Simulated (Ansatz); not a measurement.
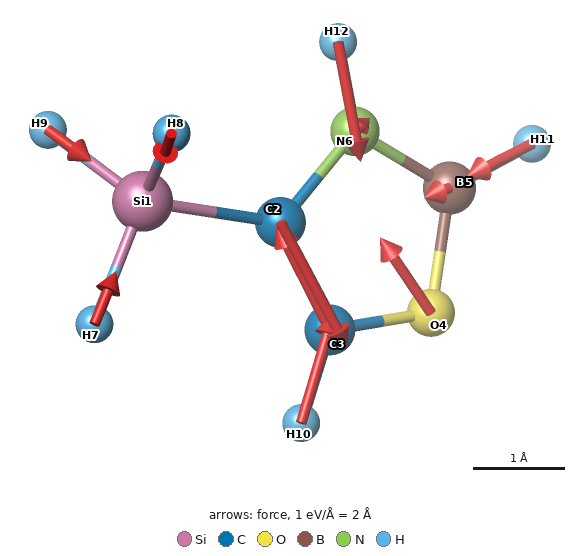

Starting geometry of C₂H₆BNOSi with the computed forces as red arrows. The picture is a ball-and-stick view, seen at a tilt.

The start comes from PBE-D4/def2-SVP.

Method: RKS PBE0-D4/def2-TZVP in Ansatz.

Input
```yaml
crystal:
  periodic: [false, false, false]
  atoms:
    - {symbol: Si, position_ang: [-0.676202, -0.423865, 1.812683]}
    - {symbol: C, position_ang: [0.050380, -0.023666, 0.139283]}
    - {symbol: C, position_ang: [1.372413, 0.189980, -0.156281]}
    - {symbol: O, position_ang: [1.558536, 0.458995, -1.483433]}
    - {symbol: B, position_ang: [0.299846, 0.420879, -2.099108]}
    - {symbol: N, position_ang: [-0.646493, 0.118358, -1.078988]}
    - {symbol: H, position_ang: [0.453796, -0.464577, 2.801239]}
    - {symbol: H, position_ang: [-1.681369, 0.617723, 2.231012]}
    - {symbol: H, position_ang: [-1.385346, -1.753442, 1.791302]}
    - {symbol: H, position_ang: [2.257330, 0.177225, 0.490627]}
    - {symbol: H, position_ang: [0.131086, 0.618920, -3.275895]}
    - {symbol: H, position_ang: [-1.657075, 0.008370, -1.138540]}
basis:
  gaussian: {orbitals: def2-TZVP}
hamiltonian: {xc: pbe0, dispersion: d4}
relax: {f_tol: 0.005, max_steps: 150}
```

Launched with:
```bash
ansatz run in.yaml --threads 4 --pin off --events-out ev --progress --plain --max-ram 10444MiB
```

What follows when this structure is relaxed?

Answer. It isn't relaxed: the largest force vector, on C2, is 0.83 eV/Å. The final displacements follow the starting forces only in part (cosine between the two patterns 0.67). The energy falls by 1.27 kcal/mol in 5 geometry steps. Largest force component: 0.79 eV/Å at the start, 0.0019 eV/Å at the end. The atom that moves furthest after the best rigid fit is H10 (0.043 Å). Largest moves by element: H 0.043 Å, C 0.025 Å, O 0.023 Å, Si 0.019 Å, B 0.018 Å, N 0.006 Å. Near-neighbour distances that change, for instance: C2–C3 1.371 → 1.348 Å, B5–H11 1.205 → 1.186 Å, Si1–H8 1.507 → 1.488 Å, Si1–C2 1.868 → 1.849 Å.
